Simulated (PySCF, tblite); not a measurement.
# bis(dimethylamino)methane (C5H14N2): dynamics, then NMR shifts on frames

How do NMR shifts of bis(dimethylamino)methane (C5H14N2) (`CN(C)CN(C)C`) change as the atoms move?

Computed with tblite 0.8.0 and PySCF 2.14.0, with density-fitted response routines of our own, on a single molecule in the gas phase. Atoms count from 0, in the outputs and in this text.

**1. The starting structure**

21 atoms, charge 0, multiplicity 1; geometry from: GFN2-xTB.

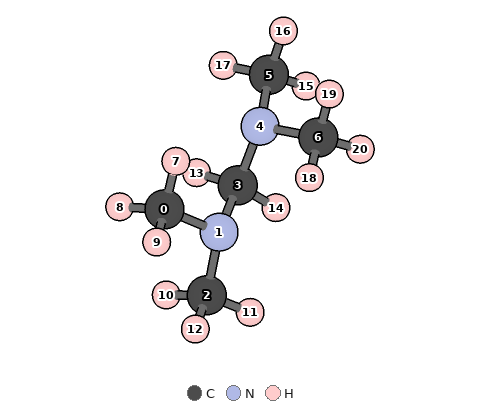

As it starts; carbon dark grey, nitrogen light blue, hydrogen pink, atoms numbered.

**2. Thermal motion with GFN2-xTB**

What the job is given:

```
{"job": {"kind": "md", "xc": "GFN2-xTB", "basis": "xTB", "temperature": 200, "steps": 2000, "every": 50, "frames": 5}, "charge": 0, "multiplicity": 1}
C      1.693937    -0.655179     0.854372
N      1.106060     0.449216     0.123959
C      2.086607     1.128371    -0.693408
C     -0.035863     0.014993    -0.653076
N     -1.087990    -0.455355     0.223479
C     -2.152703    -1.100426    -0.512050
C     -1.591103     0.614959     1.060325
H      0.907386    -1.147709     1.420034
H      2.168282    -1.392809     0.188343
H      2.444815    -0.266990     1.540923
H      2.510680     0.480982    -1.478280
H      1.625653     1.994059    -1.167879
H      2.898005     1.474529    -0.054659
H      0.227865    -0.813975    -1.338012
H     -0.369656     0.872780    -1.268361
H     -2.657751    -0.420753    -1.217706
H     -2.890995    -1.476159     0.194920
H     -1.747516    -1.943277    -1.070861
H     -0.747067     1.084587     1.558580
H     -2.264256     0.195354     1.806397
H     -2.133308     1.379743     0.482488
```

With the program's defaults for keys left out, this is: GFN2-xTB Langevin dynamics, gas phase.

Run with:

```
$ OMP_NUM_THREADS=1 python probes_run.py task.json out
```

One launch serves the whole session: the jobs run in the order shown.

Log:

```text
t/fs     T/K      E/eV
    0.0   157.3   -644.41340
   25.0    96.9   -644.13139
   50.0   131.3   -644.03635
   75.0   141.9   -643.96392
  100.0   162.6   -643.99378
  125.0   134.3   -643.74118
  150.0   271.8   -644.02010
  175.0   162.1   -643.72403
  200.0   176.9   -643.75136
  225.0   247.2   -643.89676
  250.0   199.9   -643.89104
  275.0   173.7   -643.84042
  300.0   191.7   -643.77920
  325.0   199.4   -643.80945
  350.0   175.5   -643.81196
  375.0   219.9   -643.93684
  400.0   182.5   -643.85787
  425.0   187.8   -643.89298
  450.0   187.1   -643.94846
  475.0   142.9   -643.94177
  500.0   199.8   -643.99584
  525.0   204.9   -644.00951
  550.0   152.1   -643.86450
  575.0   199.0   -643.92813
  600.0   236.6   -643.85247
  625.0   189.9   -643.85701
  650.0   202.7   -644.01153
  675.0   184.2   -644.01750
  700.0   176.1   -644.00251
  725.0   174.4   -643.96267
  750.0   154.0   -643.93259
  775.0   159.8   -643.96846
  800.0   176.0   -644.03161
  825.0   165.5   -644.00742
  850.0   179.2   -644.03086
  875.0   166.2   -643.95041
  900.0   192.9   -644.00485
  925.0   189.5   -644.03756
  950.0   151.5   -643.95263
  975.0   183.5   -644.03186
 1000.0   139.6   -643.71365
```

It took 49 s on 1 thread of AMD EPYC, shared host; peak memory 0.19 GiB.

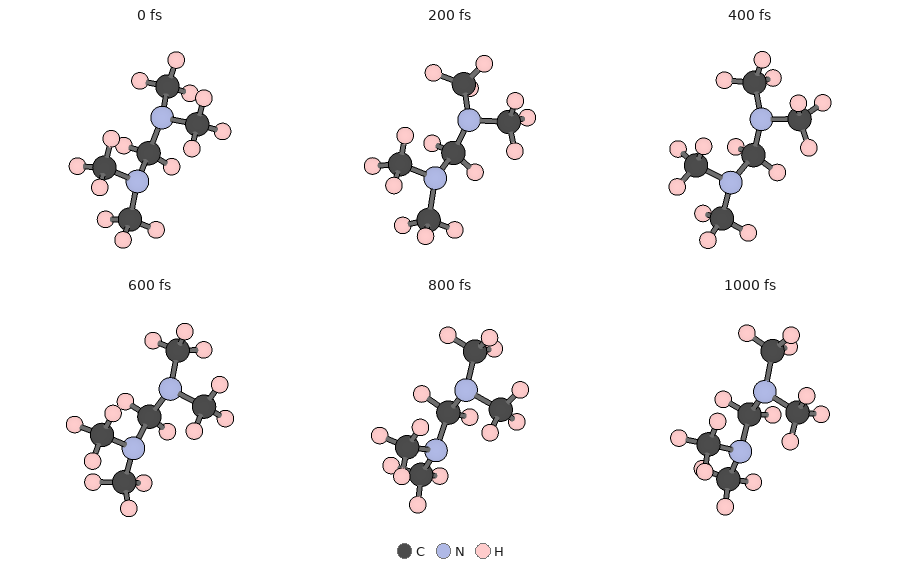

Frames of the run.

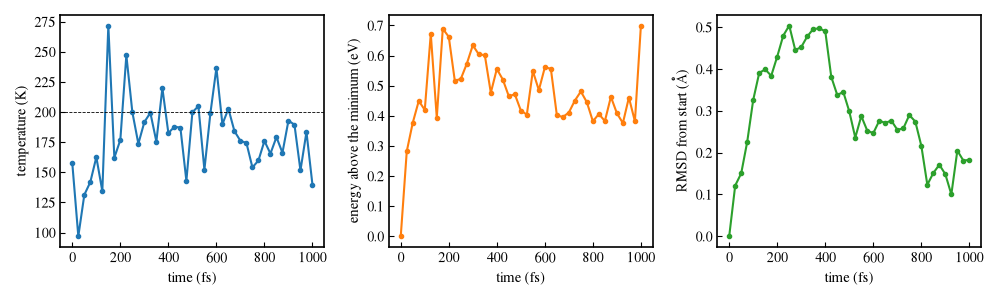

Temperature, potential energy and distance from the start.

Positions (Å) and forces (eV/Å) at 1000 fs:

```xyz
21

C     1.076    0.588    0.284    1.981    0.444    1.844
N     0.338    1.505   -0.512   -0.475   -1.091   -0.376
C     1.098    1.811   -1.665   -0.230    1.081   -0.490
C    -0.888    0.831   -0.837   -1.471   -0.248    1.357
N    -1.564    0.741    0.500    0.055   -0.964   -0.834
C    -2.791   -0.037    0.460   -1.080    0.264   -0.800
C    -1.713    2.066    1.049   -0.388   -0.781    1.875
H     0.445    0.311    1.116    0.033   -0.317    0.201
H     1.538   -0.316   -0.167   -0.596    0.349   -0.362
H     1.945    1.167    0.703   -0.514   -0.446   -0.162
H     1.342    0.889   -2.204    0.486    0.271   -0.304
H     0.454    2.463   -2.264    0.342   -0.040   -0.409
H     1.943    2.405   -1.296    0.200   -0.386   -0.580
H    -0.727   -0.197   -1.253   -0.133    0.426    0.267
H    -1.573    1.381   -1.522    0.577    0.079    0.004
H    -3.466    0.225   -0.383    0.241    0.433   -0.216
H    -3.466    0.084    1.310    0.682    0.140    0.400
H    -2.662   -1.105    0.297    0.736   -0.060    0.311
H    -0.774    2.586    1.167    0.313   -0.214   -0.151
H    -2.146    1.951    2.083    0.222    0.158   -0.899
H    -2.351    2.662    0.454   -0.981    0.902   -0.675
```

**3. Shielding tensors: 250 fs, PBE0/pcSseg-1**

What the job is given:

```
{"job": {"kind": "nmr", "xc": "PBE0", "basis": "pcSseg-1", "pop": false}, "charge": 0, "multiplicity": 1}
C      1.407500    -0.879400     0.712800
N      0.992000     0.477400     0.237800
C      1.992200     1.034700    -0.617900
C     -0.198400     0.253500    -0.562800
N     -1.311900    -0.226800     0.298000
C     -2.077400    -1.358900    -0.243300
C     -2.085500     0.889400     0.753800
H      0.660700    -1.112300     1.449400
H      1.350000    -1.568500    -0.114100
H      2.403900    -0.890700     1.205700
H      2.089700     0.432900    -1.529900
H      1.642300     2.028700    -0.855700
H      2.977400     1.106000    -0.233500
H      0.038500    -0.475500    -1.389500
H     -0.438500     1.194900    -1.095700
H     -2.871700    -1.146400    -0.997200
H     -2.613400    -1.842200     0.574100
H     -1.362200    -2.024600    -0.713400
H     -1.439700     1.655500     1.105100
H     -2.757000     0.619200     1.586200
H     -2.723800     1.269900    -0.036500
```

Method: GIAO PBE0/pcSseg-1 NMR shielding, non-relativistic, gas phase.

Log:

```text
coarse grid: 16240 points
cycle   1  E = -307.9217375227  dE =  5.903e-01  |g| = 3.818e-01  |ddm| = 3.760e+00
cycle   2  E = -307.9195910312  dE =  2.146e-03  |g| = 4.070e-01  |ddm| = 8.867e-01
cycle   3  E = -307.9612853733  dE = -4.169e-02  |g| = 6.913e-02  |ddm| = 4.914e-01
cycle   4  E = -307.9620672495  dE = -7.819e-04  |g| = 2.853e-02  |ddm| = 6.560e-02
cycle   5  E = -307.9622266640  dE = -1.594e-04  |g| = 4.984e-03  |ddm| = 2.240e-02
cycle   6  E = -307.9622316992  dE = -5.035e-06  |g| = 1.160e-03  |ddm| = 5.202e-03
final grid: 153232 points
cycle   7  E = -308.0023698802  dE = -4.157e-05  |g| = 9.392e-03  |ddm| = 2.885e-02
cycle   8  E = -308.0023649119  dE =  4.968e-06  |g| = 1.037e-02  |ddm| = 1.797e-02
cycle   9  E = -308.0023925801  dE = -2.767e-05  |g| = 9.100e-04  |ddm| = 1.010e-02
cycle  10  E = -308.0023927429  dE = -1.628e-07  |g| = 2.244e-04  |ddm| = 9.181e-04
cycle  11  E = -308.0023927526  dE = -9.709e-09  |g| = 2.982e-05  |ddm| = 1.702e-04
cycle  12  E = -308.0023927528  dE = -1.554e-10  |g| = 1.356e-05  |ddm| = 3.629e-05
converged SCF energy = -308.0023927528

GIAO shielding tensors (ppm)
atom      isotropic    diamagn.    paramagn.     s11        s22        s33       span
  0 C      135.115     251.340    -116.225     99.570    124.488    181.288     81.718
  1 N      210.562     321.095    -110.532    183.763    206.111    241.813     58.050
  2 C      144.824     247.850    -103.026    119.203    125.521    189.749     70.546
  3 C       88.504     250.000    -161.496     54.426     80.931    130.156     75.730
  4 N      217.765     323.308    -105.543    174.510    210.442    268.343     93.833
  5 C      139.257     244.622    -105.364    113.905    117.512    186.355     72.450
  6 C      144.857     244.696     -99.839    117.390    130.382    186.799     69.409
  7 H       28.147      32.962      -4.815     23.039     28.498     32.904      9.865
  8 H       31.325      33.124      -1.798     27.417     30.697     35.862      8.446
  9 H       29.103      30.580      -1.476     25.068     26.614     35.629     10.560
 10 H       30.697      30.974      -0.278     27.049     28.249     36.793      9.744
 11 H       29.584      30.921      -1.338     24.515     27.126     37.111     12.597
 12 H       30.044      30.764      -0.720     25.965     27.062     37.107     11.142
 13 H       29.460      34.049      -4.588     26.236     30.648     31.497      5.260
 14 H       28.392      33.998      -5.606     24.954     29.604     30.618      5.664
 15 H       29.175      28.887       0.288     25.594     26.386     35.546      9.952
 16 H       29.011      29.416      -0.405     24.417     26.513     36.103     11.686
 17 H       29.297      31.070      -1.773     24.304     28.514     35.074     10.770
 18 H       29.464      31.493      -2.029     24.531     28.355     35.506     10.975
 19 H       29.204      28.988       0.216     24.814     26.374     36.424     11.610
 20 H       29.980      29.998      -0.018     25.795     27.507     36.640     10.845
```

Wall time 1.7 min (1 thread of AMD EPYC, shared host); peak memory 0.85 GiB.

The references, computed at this level on geometries of the same kind, shield at (ppm): 1H TMS 31.72, 13C TMS 186.9, 15N NH3 267.7. Their shielding less the atom's gives the shift. The references are single molecules in the gas phase, so shifts against H2O, NH3, PH3, H3PO4 or CFCl3 are not on the usual liquid scales and can be off by tens of ppm. Each atom is listed at this fixed geometry, with no averaging over motion; a spectrum would average atoms that exchange fast.

```
atoms                              environment  σ (ppm)  δ (ppm)
   C3                    sp3 CH2 bonded to 2 N     88.5     98.4
   C0                methyl carbon bonded to N    135.1     51.8
   C5                methyl carbon bonded to N    139.3     47.7
   C2                methyl carbon bonded to N    144.8     42.1
   C6                methyl carbon bonded to N    144.9     42.1
   H7  hydrogen on a methyl carbon bonded to N    28.15     3.57
  H14     hydrogen on an sp3 CH2 bonded to 2 N    28.39     3.32
  H16  hydrogen on a methyl carbon bonded to N    29.01     2.71
   H9  hydrogen on a methyl carbon bonded to N    29.10     2.61
  H15  hydrogen on a methyl carbon bonded to N    29.18     2.54
  H19  hydrogen on a methyl carbon bonded to N    29.20     2.51
  H17  hydrogen on a methyl carbon bonded to N    29.30     2.42
  H13     hydrogen on an sp3 CH2 bonded to 2 N    29.46     2.26
  H18  hydrogen on a methyl carbon bonded to N    29.46     2.25
  H11  hydrogen on a methyl carbon bonded to N    29.58     2.13
  H20  hydrogen on a methyl carbon bonded to N    29.98     1.74
  H12  hydrogen on a methyl carbon bonded to N    30.04     1.67
  H10  hydrogen on a methyl carbon bonded to N    30.70     1.02
   H8  hydrogen on a methyl carbon bonded to N    31.33     0.39
   N1                           amine nitrogen    210.6     57.2
   N4                           amine nitrogen    217.8     50.0
```

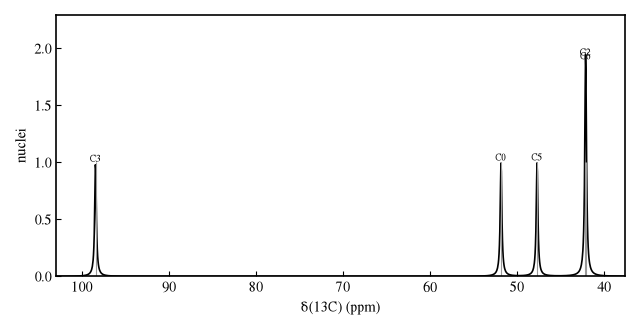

13C lines at the computed shifts, without couplings. Lines are broadened to a width of 0.23 ppm (Lorentzian).

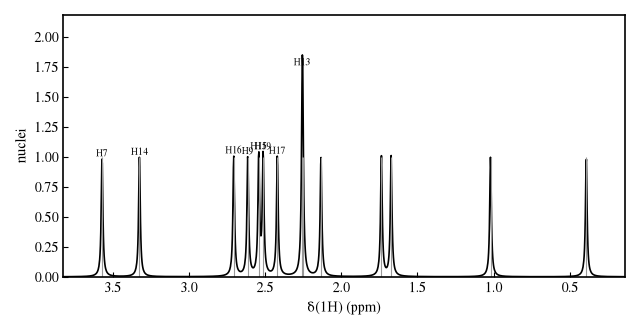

1H lines at the computed shifts, without couplings. Lines are broadened to a width of 0.01 ppm (Lorentzian).

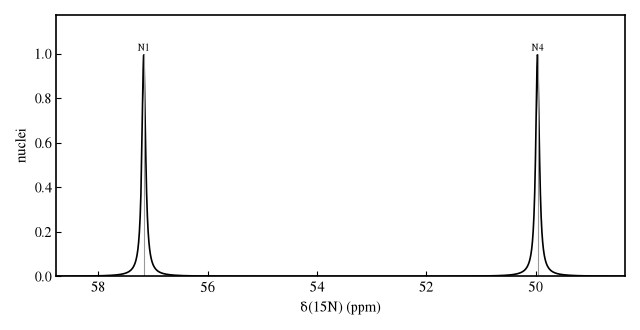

15N lines at the computed shifts, without couplings. Lines are broadened to a width of 0.08 ppm (Lorentzian).

Orbitals, density, ELF and potential are computed afterwards from the orbital file.

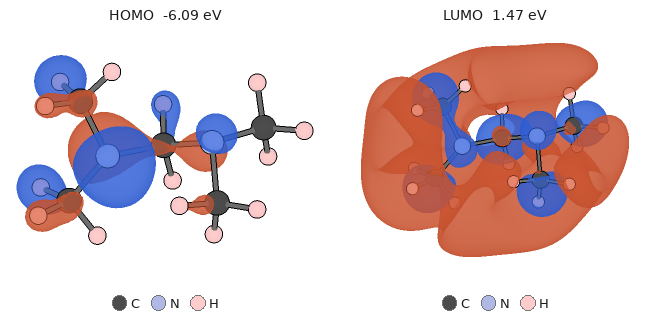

PBE0/pcSseg-1 orbitals near the gap, drawn at the value that encloses 70 % of each; the two colours are the two signs.

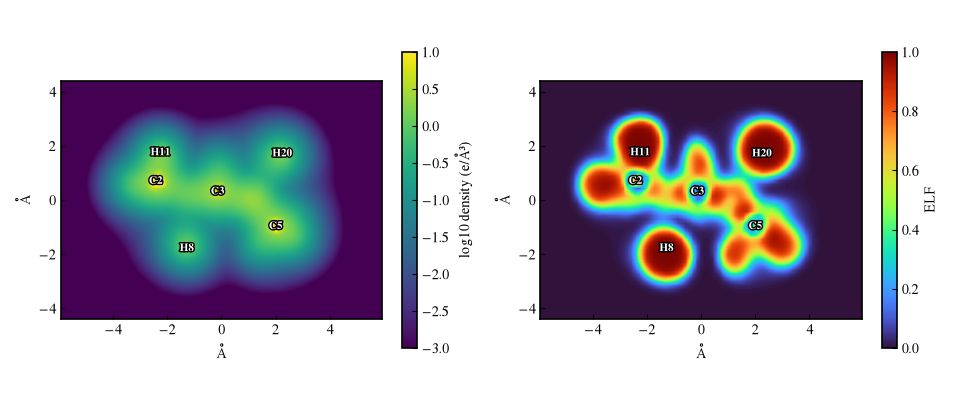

Density (left) and ELF (right) in a plane through or near 6 of the atoms.

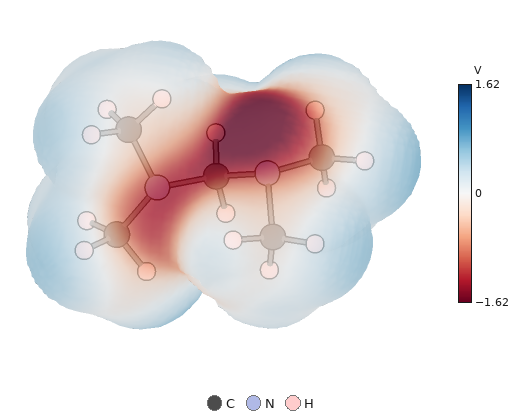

The potential that a unit positive charge feels on the 0.002 e/bohr³ surface, from the 1st to the 99th percentile, from -1.62 V near N1 to 0.61 V near H17.

**4. NMR shieldings: 425 fs, PBE0/pcSseg-1**

What the job is given:

```
{"job": {"kind": "nmr", "xc": "PBE0", "basis": "pcSseg-1", "pop": false}, "charge": 0, "multiplicity": 1}
C      1.081300    -0.530600     0.568300
N      0.566300     0.687100     0.032400
C      1.426300     1.198600    -1.041300
C     -0.752800     0.483600    -0.525600
N     -1.722300    -0.076400     0.370100
C     -2.586000    -1.063900    -0.147700
C     -2.391200     0.903200     1.144000
H      0.507100    -0.745600     1.452500
H      1.053100    -1.414900    -0.091500
H      2.119800    -0.443900     0.916700
H      1.655800     0.437500    -1.861600
H      1.110900     2.118800    -1.523000
H      2.374200     1.433300    -0.579600
H     -0.699200    -0.195500    -1.420900
H     -0.954000     1.458600    -1.011100
H     -3.356300    -0.702500    -0.861000
H     -3.164200    -1.478600     0.705100
H     -1.993100    -1.809500    -0.743700
H     -1.647800     1.651900     1.472400
H     -2.787600     0.483300     2.043600
H     -3.267800     1.397300     0.671700
```

Method: GIAO PBE0/pcSseg-1 NMR shielding, non-relativistic, gas phase.

Log:

```text
coarse grid: 16240 points
cycle   1  E = -307.9289365719  dE =  6.916e-01  |g| = 3.673e-01  |ddm| = 3.772e+00
cycle   2  E = -307.9245475181  dE =  4.389e-03  |g| = 4.043e-01  |ddm| = 8.686e-01
cycle   3  E = -307.9658543821  dE = -4.131e-02  |g| = 6.398e-02  |ddm| = 4.874e-01
cycle   4  E = -307.9665226619  dE = -6.683e-04  |g| = 2.662e-02  |ddm| = 6.208e-02
cycle   5  E = -307.9666618678  dE = -1.392e-04  |g| = 4.783e-03  |ddm| = 2.096e-02
cycle   6  E = -307.9666664486  dE = -4.581e-06  |g| = 1.112e-03  |ddm| = 4.968e-03
final grid: 153232 points
cycle   7  E = -308.0052017176  dE = -3.897e-05  |g| = 9.263e-03  |ddm| = 2.869e-02
cycle   8  E = -308.0051934039  dE =  8.314e-06  |g| = 1.095e-02  |ddm| = 1.920e-02
cycle   9  E = -308.0052237723  dE = -3.037e-05  |g| = 1.051e-03  |ddm| = 1.097e-02
cycle  10  E = -308.0052239945  dE = -2.222e-07  |g| = 1.859e-04  |ddm| = 9.848e-04
cycle  11  E = -308.0052240012  dE = -6.713e-09  |g| = 2.576e-05  |ddm| = 1.433e-04
cycle  12  E = -308.0052240013  dE = -1.442e-10  |g| = 9.084e-06  |ddm| = 3.288e-05
converged SCF energy = -308.0052240013

GIAO shielding tensors (ppm)
atom      isotropic    diamagn.    paramagn.     s11        s22        s33       span
  0 C      146.274     248.512    -102.238    113.186    140.026    185.610     72.424
  1 N      215.505     322.100    -106.595    180.694    215.683    250.138     69.444
  2 C      139.628     245.877    -106.250    108.897    122.057    187.929     79.032
  3 C      100.344     248.255    -147.911     68.184     90.574    142.275     74.091
  4 N      234.967     324.027     -89.061    194.414    235.349    275.138     80.724
  5 C      137.764     243.832    -106.068    109.722    120.000    183.570     73.848
  6 C      146.553     243.792     -97.240    118.422    132.591    188.645     70.223
  7 H       28.766      32.738      -3.973     23.532     28.223     34.542     11.010
  8 H       30.599      32.124      -1.525     26.538     28.719     36.540     10.002
  9 H       29.509      31.058      -1.548     25.297     26.872     36.359     11.063
 10 H       29.558      29.459       0.099     26.327     26.697     35.651      9.324
 11 H       29.548      30.317      -0.769     25.525     26.649     36.470     10.945
 12 H       29.474      30.216      -0.742     24.910     26.782     36.729     11.819
 13 H       29.246      33.919      -4.673     24.381     31.126     32.232      7.851
 14 H       28.399      33.297      -4.898     23.898     29.755     31.544      7.645
 15 H       29.155      28.356       0.799     25.485     26.378     35.601     10.116
 16 H       28.630      28.348       0.282     24.316     25.847     35.727     11.411
 17 H       28.243      29.448      -1.205     23.312     27.166     34.252     10.940
 18 H       28.538      29.885      -1.347     23.189     27.723     34.702     11.513
 19 H       29.944      30.053      -0.110     25.198     27.497     37.136     11.938
 20 H       29.560      28.162       1.399     25.510     26.807     36.364     10.854
```

Run time: 81 s. Hardware: 1 thread of AMD EPYC, shared host; peak memory 0.85 GiB.

In short: δ C3 86.6, C5 49.2, C2 47.3, C0 40.7, H17 3.47, H14 3.32 ppm.

**5. Nuclear shieldings: 625 fs, PBE0/pcSseg-1**

What the job is given:

```
{"job": {"kind": "nmr", "xc": "PBE0", "basis": "pcSseg-1", "pop": false}, "charge": 0, "multiplicity": 1}
C      1.095800    -0.300900     0.928400
N      0.436900     0.597800     0.023300
C      1.361400     1.031900    -0.990200
C     -0.831200     0.093900    -0.498500
N     -1.790800     0.096800     0.578600
C     -3.035700    -0.554900     0.252000
C     -1.952300     1.439800     1.049100
H      0.460300    -0.501900     1.777300
H      1.521800    -1.257600     0.406100
H      2.012100     0.246400     1.296300
H      1.852800     0.110200    -1.489800
H      0.842800     1.657200    -1.754300
H      2.109700     1.661600    -0.455500
H     -0.714800    -0.918900    -0.942500
H     -1.064300     0.771200    -1.284000
H     -3.694100     0.080200    -0.314100
H     -3.481000    -0.783300     1.211100
H     -2.882800    -1.434800    -0.400500
H     -1.181700     1.850500     1.738100
H     -2.917500     1.501300     1.562100
H     -1.999400     2.133300     0.232400
```

Level: GIAO PBE0/pcSseg-1 NMR shielding, non-relativistic, gas phase.

Log:

```text
coarse grid: 16240 points
cycle   1  E = -307.9248176798  dE =  6.240e-01  |g| = 3.704e-01  |ddm| = 3.761e+00
cycle   2  E = -307.9165645841  dE =  8.253e-03  |g| = 4.285e-01  |ddm| = 9.233e-01
cycle   3  E = -307.9625388401  dE = -4.597e-02  |g| = 6.768e-02  |ddm| = 5.272e-01
cycle   4  E = -307.9632822532  dE = -7.434e-04  |g| = 2.708e-02  |ddm| = 6.129e-02
cycle   5  E = -307.9634288471  dE = -1.466e-04  |g| = 4.558e-03  |ddm| = 2.045e-02
cycle   6  E = -307.9634329534  dE = -4.106e-06  |g| = 1.181e-03  |ddm| = 4.556e-03
final grid: 153232 points
cycle   7  E = -308.0029169837  dE = -4.104e-05  |g| = 9.292e-03  |ddm| = 3.124e-02
cycle   8  E = -308.0029084184  dE =  8.565e-06  |g| = 1.101e-02  |ddm| = 1.986e-02
cycle   9  E = -308.0029393017  dE = -3.088e-05  |g| = 1.176e-03  |ddm| = 1.144e-02
cycle  10  E = -308.0029395771  dE = -2.754e-07  |g| = 1.929e-04  |ddm| = 1.025e-03
cycle  11  E = -308.0029395842  dE = -7.145e-09  |g| = 3.086e-05  |ddm| = 1.556e-04
cycle  12  E = -308.0029395844  dE = -1.785e-10  |g| = 1.336e-05  |ddm| = 3.520e-05
converged SCF energy = -308.0029395844

GIAO shielding tensors (ppm)
atom      isotropic    diamagn.    paramagn.     s11        s22        s33       span
  0 C      137.249     248.210    -110.960    100.574    132.117    179.057     78.483
  1 N      211.076     326.534    -115.458    179.574    214.402    239.251     59.677
  2 C      131.733     248.712    -116.979    104.394    113.763    177.042     72.648
  3 C      100.386     249.667    -149.282     75.827     90.202    135.128     59.302
  4 N      232.573     325.169     -92.597    180.798    243.758    273.162     92.364
  5 C      143.824     244.402    -100.578    113.738    129.804    187.929     74.191
  6 C      143.361     243.080     -99.719    114.201    130.901    184.982     70.781
  7 H       28.275      32.247      -3.972     22.929     28.035     33.861     10.933
  8 H       28.849      30.067      -1.218     25.229     26.545     34.773      9.544
  9 H       28.665      30.801      -2.136     24.599     26.229     35.166     10.567
 10 H       28.497      29.554      -1.057     25.253     25.696     34.542      9.289
 11 H       28.463      30.851      -2.388     24.213     26.688     34.487     10.274
 12 H       28.139      30.243      -2.103     23.812     25.599     35.008     11.197
 13 H       28.926      34.023      -5.097     25.339     29.456     31.983      6.644
 14 H       30.012      35.984      -5.972     25.531     31.546     32.959      7.428
 15 H       30.329      29.297       1.032     26.589     27.602     36.798     10.209
 16 H       28.922      28.811       0.111     23.493     26.587     36.687     13.194
 17 H       29.148      29.274      -0.126     24.706     27.171     35.567     10.861
 18 H       28.282      30.176      -1.894     23.187     27.211     34.448     11.261
 19 H       29.660      29.055       0.605     25.309     27.295     36.377     11.068
 20 H       30.890      31.071      -0.181     27.585     28.312     36.772      9.187
```

Wall time 79 s (1 thread of AMD EPYC, shared host); peak memory 1 GiB.

Key values: δ C3 86.5, C2 55.2, C0 49.7, C6 43.6, H12 3.58, H7 3.44 ppm.

(Part 1 of 2 ends here.)
